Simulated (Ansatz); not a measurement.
CHOS: several calculations on one system

## 1. Relaxation

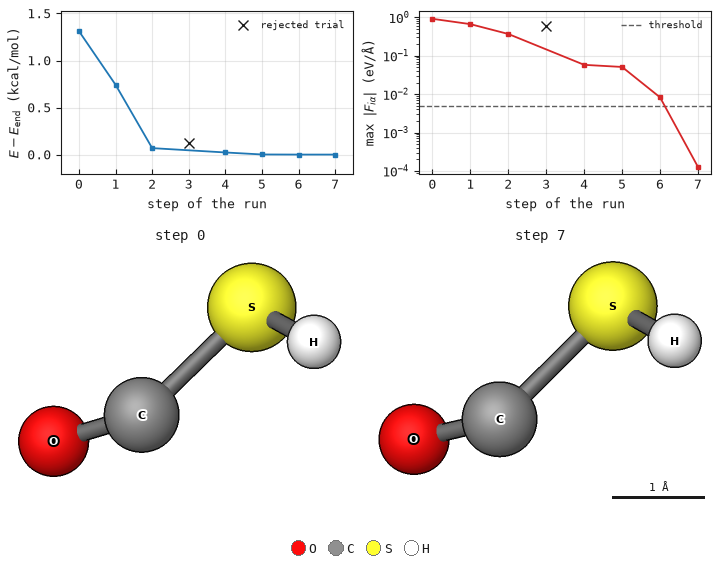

First and last geometry of a relaxation of CHOS (multiplicity 2), with the history of the run. A ball-and-stick model, seen from a free direction.

The calculation used UKS PBE0-D4/def2-TZVP in Ansatz. Settings: force threshold 0.005 eV/Å; at most 200 steps.

What do the curves and the structures tell?

It converged. The energy falls by 1.31 kcal/mol in 6 accepted moves (7 points after the start). Largest force component: 0.91 eV/Å at the start, 0.00013 eV/Å at the end. The line search rejected the trial step at point 3 of the run. The atom that moves furthest after the best rigid fit is the C atom (0.063 Å). By element the largest moves are C 0.063 Å, O 0.031 Å, S 0.020 Å, H 0.015 Å. Near-neighbour distances that change, for instance: C–S 1.699 → 1.773 Å, C–O 1.177 → 1.169 Å. Bond angles that change, for instance: O–C–S 134.8° → 129.1°. The run took roughly 29 core-seconds on a shared host.

## 2. Distortion

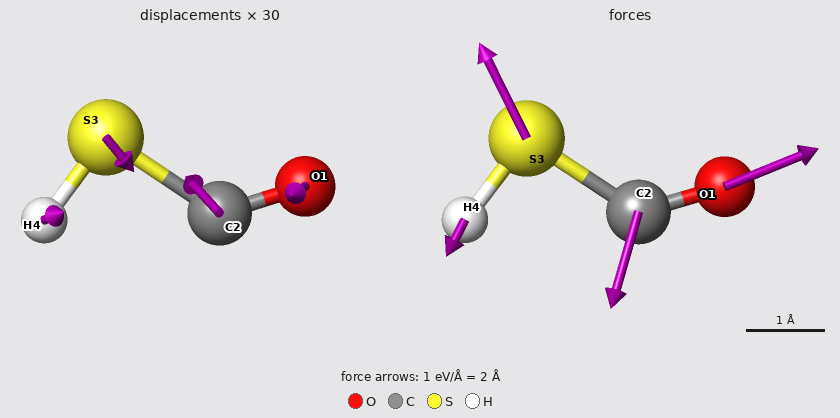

Left: CHOS (multiplicity 2), with purple arrows for the displacements applied to it. Right: the displaced structure with the computed forces. The picture is a ball-and-stick view, seen face on.

These are results of UKS PBE0-D4/def2-TZVPP (Ansatz 0.2.0), not measurements. 

### Where do the forces point?

All atoms are moved at random (σ = 0.02 Å) from the PBE0-D4/def2-TZVP minimum. It costs 0.40 kcal/mol. The largest force is 0.69 eV/Å, on S3. The forces point partly back along the displacements (cosine −0.56). At other levels of theory the same distortion costs 0.87 kcal/mol (UKS PBE-D4/def2-TZVPP), 0.59 kcal/mol (UKS r2SCAN-D4/def2-TZVPP), 0.61 kcal/mol (UKS wB97M-V/def2-TZVPP), 0.89 kcal/mol (UHF-CCSD(T), frozen core/def2-TZVPP). Among the bonded contacts that change: C2–S3 1.773 → 1.735 Å, S3–H4 1.341 → 1.331 Å.

## 3. Distortion

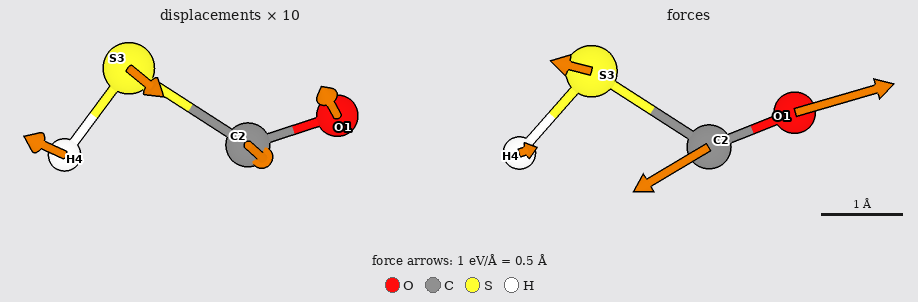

Left: CHOS (multiplicity 2), with orange arrows for the displacements applied to it. Right: the displaced structure with the computed forces. The picture is a ball-and-stick view, seen face on.

Method: UKS wB97M-V/def2-TZVPP (Ansatz). 

### Describe the distortion and the response.

All atoms are moved at random (σ = 0.12 Å) from the PBE0-D4/def2-TZVP minimum. The energy rises by 1.70 kcal/mol. The largest force is 2.6 eV/Å, on O1. The forces have little in common with the displacements (cosine −0.27). At other levels of theory the same distortion costs 2.63 kcal/mol (UKS PBE-D4/def2-TZVPP), 2.14 kcal/mol (UKS r2SCAN-D4/def2-TZVPP), 1.79 kcal/mol (UKS PBE0-D4/def2-TZVPP), 2.41 kcal/mol (UHF-CCSD(T), frozen core/def2-TZVPP). Among the bonded contacts that change: O1–C2 1.169 → 1.147 Å, C2–S3 1.773 → 1.758 Å, S3–H4 1.341 → 1.353 Å. Among the angles between lasting bonds that change: C2–S3–H4 93.4° → 98.5°, O1–C2–S3 129.1° → 124.2°.
